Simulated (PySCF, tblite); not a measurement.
# C4H4B2Cl4: geometry, infrared bands and NMR shifts

Aim: predict the infrared bands and NMR shifts of C4H4B2Cl4 (`CC1=CC1(B(Cl)Cl)B(Cl)Cl`).

The runs use tblite 0.8.0 and PySCF 2.14.0, with density-fitted response routines of our own; the level of theory stands in each step. All values are computed, except where a source is named. Atoms count from 0, in the outputs and in this text.

## Step 1: Starting geometry

14 atoms, charge 0, multiplicity 1; geometry from: force field or distance geometry start.

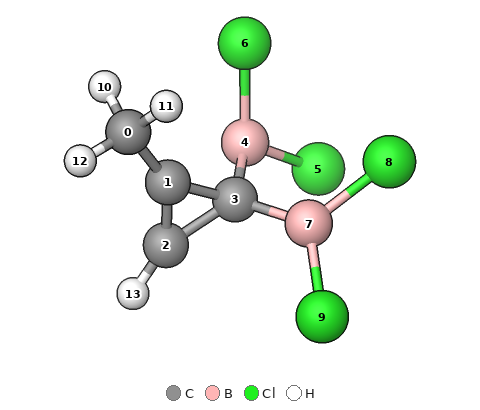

The starting geometry (carbon grey, boron pink, chlorine green, hydrogen white), atoms numbered.

## Step 2: Geometry optimisation with GFN2-xTB

Job settings and geometry (Å):

```
{"job": {"kind": "relax", "xc": "GFN2-xTB", "basis": "xTB"}, "charge": 0, "multiplicity": 1}
C      2.066100     0.265200    -0.608500
C      0.878300    -0.253300     0.122500
C      0.412400    -1.081400     1.068500
C     -0.589000    -0.233300     0.346600
B     -1.068500     1.145100     1.004600
Cl    -2.828500     1.140200     1.561000
Cl    -0.511400     2.643900     0.030600
B     -1.584900    -0.813100    -0.677200
Cl    -2.746500     0.336500    -1.519000
Cl    -1.815700    -2.618800    -0.899500
H      2.337800     1.227800    -0.126400
H      1.835600     0.485700    -1.664100
H      2.937500    -0.409300    -0.468600
H      0.676100    -1.835600     1.807300
```

The run is started by

```
$ OMP_NUM_THREADS=1 python probes_run.py task.json out
```

This one command runs all jobs of the session in turn.

Output:

```text
step      E/eV     max force
  0    -850.70831    3.406
  1    -851.28538    2.419
  2    -851.60288    2.689
  3    -851.71409    1.909
  4    -851.79358    0.953
  5    -851.86091    0.447
  6    -851.87665    0.411
  7    -851.89519    0.410
  8    -851.91402    0.521
  9    -851.93989    0.563
 10    -851.96091    0.451
 11    -851.97638    0.267
 12    -851.98682    0.255
 13    -851.99666    0.308
 14    -852.00732    0.272
 15    -852.01707    0.292
 16    -852.02637    0.271
 17    -852.03849    0.330
 18    -852.05192    0.334
 19    -852.06050    0.223
 20    -852.06486    0.151
 21    -852.06765    0.151
 22    -852.06983    0.142
 23    -852.07256    0.165
 24    -852.07571    0.147
 25    -852.07879    0.132
 26    -852.08147    0.128
 27    -852.08413    0.148
 28    -852.08758    0.157
 29    -852.09237    0.210
 30    -852.09762    0.228
 31    -852.10171    0.165
 32    -852.10475    0.155
 33    -852.10739    0.149
 34    -852.10981    0.168
 35    -852.11238    0.149
 36    -852.11500    0.138
 37    -852.11761    0.126
 38    -852.12043    0.187
 39    -852.12411    0.197
 40    -852.12894    0.191
 41    -852.13478    0.205
 42    -852.14212    0.272
 43    -852.14776    0.363
 44    -852.15875    0.318
 45    -852.16614    0.192
 46    -852.17337    0.161
 47    -852.17511    0.132
 48    -852.17868    0.126
 49    -852.18143    0.132
 50    -852.18351    0.125
 51    -852.18701    0.133
 52    -852.19004    0.109
 53    -852.19181    0.127
 54    -852.19306    0.124
 55    -852.19459    0.096
 56    -852.19686    0.071
 57    -852.19744    0.073
 58    -852.19824    0.078
 59    -852.19904    0.080
 60    -852.20034    0.090
 61    -852.20167    0.080
 62    -852.20316    0.100
 63    -852.20507    0.127
 64    -852.20813    0.180
 65    -852.21156    0.210
 66    -852.21526    0.178
 67    -852.21753    0.122
 68    -852.22003    0.130
 69    -852.22229    0.127
 70    -852.22551    0.128
 71    -852.22819    0.105
 72    -852.22969    0.145
 73    -852.23097    0.113
 74    -852.23191    0.091
 75    -852.23373    0.083
 76    -852.23489    0.065
 77    -852.23614    0.074
 78    -852.23695    0.078
 79    -852.23791    0.072
 80    -852.23922    0.080
 81    -852.24049    0.071
 82    -852.24096    0.127
 83    -852.24172    0.062
 84    -852.24233    0.055
 85    -852.24354    0.066
 86    -852.24436    0.068
 87    -852.24561    0.064
 88    -852.24640    0.049
 89    -852.24693    0.048
 90    -852.24722    0.033
 91    -852.24739    0.031
 92    -852.24752    0.027
 93    -852.24765    0.030
 94    -852.24778    0.039
 95    -852.24793    0.034
 96    -852.24810    0.024
 97    -852.24824    0.027
 98    -852.24836    0.028
 99    -852.24847    0.031
100    -852.24857    0.024
101    -852.24864    0.022
102    -852.24871    0.022
103    -852.24878    0.026
104    -852.24889    0.027
105    -852.24902    0.023
106    -852.24909    0.022
107    -852.24912    0.031
108    -852.24914    0.019
109    -852.24915    0.012
110    -852.24917    0.009
```

Run time: 4.2 s. Hardware: 1 thread of Intel Xeon at 2.50GHz, shared host.

Relaxation path: (not every step is listed)

```tsv
step	energy from step 0 (eV)	largest force (eV/Å)
0	0.0000	3.4063
1	-0.5771	2.4192
2	-0.8946	2.6893
3	-1.0058	1.9094
4	-1.0853	0.9531
5	-1.1526	0.4471
6	-1.1683	0.4106
7	-1.1869	0.4103
8	-1.2057	0.5209
17	-1.3302	0.3295
26	-1.3732	0.1279
35	-1.4041	0.1493
44	-1.4504	0.3184
53	-1.4835	0.1267
62	-1.4949	0.1003
71	-1.5199	0.1052
80	-1.5309	0.0801
89	-1.5386	0.0480
98	-1.5401	0.0281
105	-1.5407	0.0233
106	-1.5408	0.0224
107	-1.5408	0.0307
108	-1.5408	0.0188
109	-1.5408	0.0122
110	-1.5409	0.0094
```

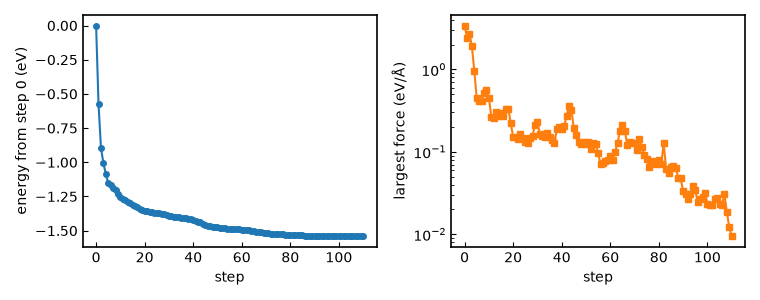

Energy and force, step by step.

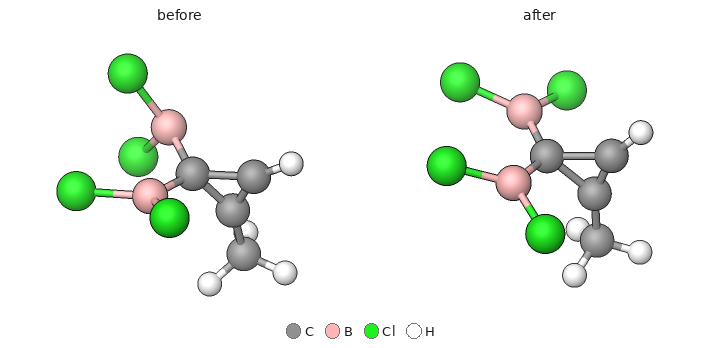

The geometry before (left) and after (right).

Distances of close pairs at the start and the end, largest changes first:

```tsv
bond	before (Å)	after (Å)	change (Å)
B4–Cl6	1.872	1.734	-0.138
B4–Cl5	1.846	1.715	-0.131
B7–Cl8	1.838	1.715	-0.123
B7–Cl9	1.834	1.734	-0.100
C1–C3	1.484	1.581	+0.097
C2–C3	1.498	1.571	+0.073
C1–C2	1.341	1.276	-0.064
C3–B4	1.601	1.562	-0.039
```

The final coordinates are the input of the step that follows.

## Step 3: Harmonic vibrations with GFN2-xTB

Job settings and geometry (Å):

```
{"job": {"kind": "ir", "xc": "GFN2-xTB", "basis": "xTB"}, "charge": 0, "multiplicity": 1}
C      1.897452     0.212132    -0.767826
C      0.873875    -0.277497     0.140218
C      0.358332    -0.913199     1.119693
C     -0.688893    -0.088100     0.289518
B     -1.114520     1.272732     0.927065
Cl    -2.643145     2.014239     0.691193
Cl     0.031709     2.106867     1.925842
B     -1.544589    -0.926102    -0.712423
Cl    -3.119955    -0.491526    -1.234197
Cl    -0.861721    -2.382033    -1.361245
H      1.895676     1.301806    -0.771737
H      1.689439    -0.134952    -1.779762
H      2.875669    -0.147766    -0.455637
H      0.349994    -1.547075     1.967133
```

Output:

```text
mode    cm-1     km/mol
  1       8.2      0.01
  2      26.2      1.18
  3      77.5      0.70
  4     103.8      1.79
  5     114.8      0.01
  6     120.6      1.11
  7     169.8      0.13
  8     190.9      1.44
  9     213.7      2.13
 10     273.2      1.17
 11     299.8      1.11
 12     329.5      1.04
 13     350.1      4.43
 14     413.2      1.00
 15     462.7      0.78
 16     522.5     15.04
 17     589.2      7.22
 18     627.5     31.79
 19     651.8     76.13
 20     761.1      5.90
 21     775.8     93.14
 22     863.7     25.10
 23     917.1     23.03
 24     984.7     87.50
 25    1020.6      0.35
 26    1053.2    156.05
 27    1055.2     66.10
 28    1121.1    388.34
 29    1378.3     31.98
 30    1434.8      6.95
 31    1441.1      5.96
 32    1958.1     18.73
 33    3006.8      6.54
 34    3016.2      3.60
 35    3033.4      5.05
 36    3275.5     12.13
```

Wall time 2.9 s (1 thread of Intel Xeon at 2.50GHz, shared host).

The strongest bands and the atoms that carry them (share of the mass-weighted mode):

```tsv
cm⁻¹	km/mol	atoms
628	31.8	C3 49 %, C2 17 %
652	76.1	H13 57 %, C2 19 %
776	93.1	B4 44 %, B7 43 %
985	87.5	C2 27 %, C0 24 %, C3 17 %, C1 12 %
1053	156.1	H12 27 %, C3 20 %, C1 17 %, C0 13 %
1055	66.1	C3 35 %, H12 14 %, C0 14 %
1121	388.3	C3 59 %, B7 19 %, B4 19 %
1378	32.0	H11 29 %, H10 28 %, H12 22 %, C0 21 %
```

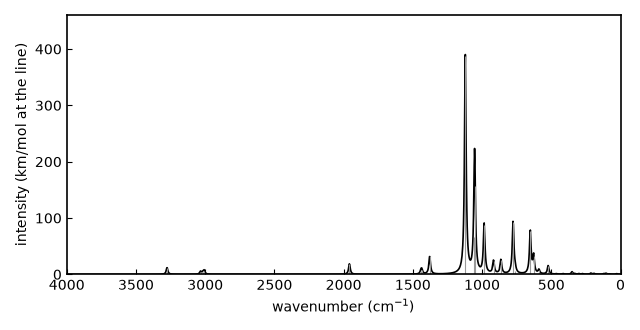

The infrared spectrum from these modes, unscaled. Lines are broadened to a width of 14 cm⁻¹ (Lorentzian).

## Step 4: NMR shieldings: PBE0/pcSseg-1

Same as in step 3 but for these lines:

```diff
@@ -1,2 +1,2 @@
-{"job": {"kind": "ir", "xc": "GFN2-xTB", "basis": "xTB"}, "charge": 0, "multiplicity": 1}
+{"job": {"kind": "nmr", "xc": "PBE0", "basis": "pcSseg-1"}, "charge": 0, "multiplicity": 1}
 C      1.897452     0.212132    -0.767826
```

With the program's defaults for keys left out, this is: GIAO PBE0/pcSseg-1 NMR shielding, non-relativistic, gas phase.

Output:

```text
coarse grid: 15496 points
cycle   1  E = -2044.3772792368  dE =  1.623e+00  |g| = 3.903e-01  |ddm| = 3.747e+00
cycle   2  E = -2044.3810675982  dE = -3.788e-03  |g| = 4.018e-01  |ddm| = 8.147e-01
cycle   3  E = -2044.4192625106  dE = -3.819e-02  |g| = 6.546e-02  |ddm| = 4.113e-01
cycle   4  E = -2044.4201606356  dE = -8.981e-04  |g| = 3.474e-02  |ddm| = 1.218e-01
cycle   5  E = -2044.4204620886  dE = -3.015e-04  |g| = 8.245e-03  |ddm| = 4.442e-02
cycle   6  E = -2044.4204762607  dE = -1.417e-05  |g| = 2.947e-03  |ddm| = 9.516e-03
cycle   7  E = -2044.4204776806  dE = -1.420e-06  |g| = 1.644e-03  |ddm| = 3.781e-03
final grid: 135720 points
cycle   8  E = -2044.4711149506  dE = -5.059e-05  |g| = 7.755e-03  |ddm| = 3.730e-02
cycle   9  E = -2044.4711082587  dE =  6.692e-06  |g| = 8.736e-03  |ddm| = 1.797e-02
cycle  10  E = -2044.4711269209  dE = -1.866e-05  |g| = 2.099e-03  |ddm| = 1.153e-02
cycle  11  E = -2044.4711278273  dE = -9.063e-07  |g| = 6.284e-04  |ddm| = 2.463e-03
cycle  12  E = -2044.4711279215  dE = -9.420e-08  |g| = 1.485e-04  |ddm| = 6.545e-04
cycle  13  E = -2044.4711279265  dE = -5.023e-09  |g| = 3.820e-05  |ddm| = 1.700e-04
cycle  14  E = -2044.4711279269  dE = -3.502e-10  |g| = 1.241e-05  |ddm| = 5.767e-05
converged SCF energy = -2044.4711279269

GIAO shielding tensors (ppm)
atom      isotropic    diamagn.    paramagn.     s11        s22        s33       span
  0 C      173.717     247.425     -73.708    160.103    172.069    188.980     28.877
  1 C       66.695     263.813    -197.119    -63.463    127.598    135.949    199.412
  2 C       84.462     253.731    -169.269    -34.121    142.665    144.843    178.964
  3 C      150.367     253.711    -103.345     58.287    150.060    242.753    184.467
  4 B       41.067     189.125    -148.058     -1.945     44.709     80.437     82.381
  5 Cl     665.018    1147.133    -482.115    385.770    688.240    921.045    535.275
  6 Cl     686.476    1147.730    -461.254    414.610    721.730    923.089    508.479
  7 B       41.042     189.121    -148.079     -2.084     44.760     80.450     82.534
  8 Cl     665.437    1147.149    -481.712    386.189    688.708    921.414    535.225
  9 Cl     687.377    1147.705    -460.328    415.098    723.362    923.671    508.573
 10 H       29.508      28.587       0.922     24.164     29.128     35.233     11.069
 11 H       29.512      28.409       1.103     24.174     28.934     35.428     11.253
 12 H       29.063      26.683       2.380     24.386     26.460     36.343     11.957
 13 H       26.061      33.965      -7.905     23.700     24.988     29.495      5.796
```

Run time: 1.8 min. Hardware: 1 thread of Intel Xeon at 2.50GHz, shared host; peak memory 0.96 GiB.

The references, computed at this level on geometries of the same kind, shield at (ppm): 1H TMS 31.72, 13C TMS 186.9, 11B BF3·OEt2 100.1, 35Cl HCl 950. Their shielding less the atom's gives the shift. The references are single molecules in the gas phase. Atoms listed in one row are averaged.

```tsv
atoms	environment	σ (ppm)	δ (ppm)	δ scaled to CDCl3
C1	fully substituted alkene carbon	66.7	120.2	115.4
C2	alkene CH	84.5	102.5	98.1
C3	three-membered-ring carbon	150.4	36.6	33.8
C0	allylic methyl carbon	173.7	13.2	11.0
H13	hydrogen on an alkene CH	26.06	5.66	5.44
H10, H11, H12	hydrogen on an allylic methyl carbon	29.36	2.36	2.33
B4, B7	boron bonded to C, 2 Cl	41.1	59.0	–
Cl5, Cl6, Cl8, Cl9	chlorine bonded to B	676	274	–
```

The scaled column applies a straight-line fit of computed shieldings to shifts measured in CDCl3, with any fitted terms for Cl, Br or S neighbours (root-mean-square error 0.16 ppm for H, 1.9 ppm for C).

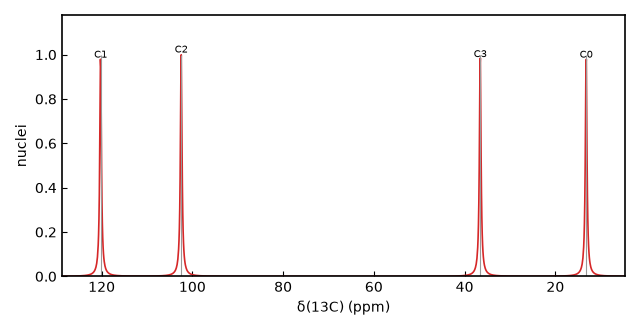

13C lines at the computed shifts, without couplings. Lines are broadened to a width of 0.43 ppm (Lorentzian).

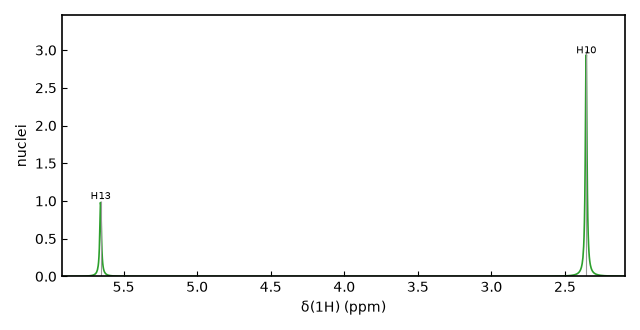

1H lines at the computed shifts, without couplings. Lines are broadened to a width of 0.01 ppm (Lorentzian).

The run also stored atomic charges by several schemes (e):

```tsv
atoms	Mulliken	IAO	Hirshfeld	ESP fit
C0	-0.15	-0.43	-0.10	-0.64
C1	-0.05	0.09	0.03	0.21
C2	-0.06	-0.13	-0.04	-0.48
C3	-0.64	-0.28	-0.18	0.58
B4, B7	0.56	0.11	0.14	-0.11
Cl5, Cl6, Cl8, Cl9	-0.18	-0.05	-0.07	-0.08
```

ESP fit charges:

C0 -0.64; C1 0.21; C2 -0.48; C3 0.58; B4 -0.11; Cl5 -0.07; Cl6 -0.10; B7 -0.11; Cl8 -0.07; Cl9 -0.10; H10 0.20; H11 0.20; H12 0.22; H13 0.26

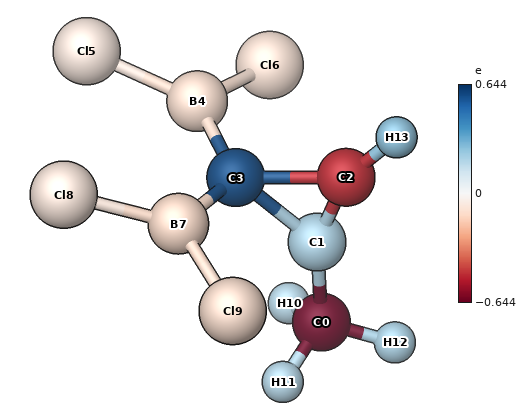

ESP fit charges, as colours on the atoms.

Mayer bond orders: C0–C1 1.14, C1–C2 1.70, C2–C3 0.86, C3–B4 0.97, B4–Cl5 1.18, B4–Cl6 1.13, C3–B7 0.97, B7–Cl8 1.18, B7–Cl9 1.13, C3–C1 0.81.

Ring of atoms C1, C2, C3: NICS(0) -35.8, NICS(1) -6.3, NICS(1)zz -22.8 ppm (means of both faces).

In rings of three or four atoms NICS is ruled by the nearby σ bonds, so it says little on aromaticity.

## Step 5: Results

```
                                                                    quantity                         value
                                   strongest single infrared mode (GFN2-xTB)         1121 cm⁻¹, 388 km/mol
                                                zero-point energy (GFN2-xTB)                 46.7 kcal/mol
                                      13C shifts against TMS (PBE0/pcSseg-1)  120.2, 102.5, 36.6, 13.2 ppm
      1H shifts against TMS (PBE0/pcSseg-1, means over atoms taken as alike)                5.66, 2.36 ppm
11B shifts against BF3·OEt2 (PBE0/pcSseg-1, means over atoms taken as alike)                      59.0 ppm
    35Cl shifts against HCl (PBE0/pcSseg-1, means over atoms taken as alike)                       274 ppm
```

The optimisation took 110 steps and gained 1.541 eV; among the close pairs (by a distance rule), B4–Cl6 changed most, from 1.872 to 1.734 Å. All 36 modes are real, so the xTB geometry is a minimum. The strongest single mode, at 1121 cm⁻¹, moves mainly C3. GFN2-xTB is a fitted tight-binding method: band positions and strengths are rough. Its intensities can rank the bands wrongly. The most deshielded hydrogen is H13 (hydrogen on an alkene CH), at 5.66 ppm: olefinic region. At PBE0/pcSseg-1: The largest span, 522 ppm, is at Cl5, Cl6, Cl8, Cl9, where the paramagnetic term is -471 ppm.
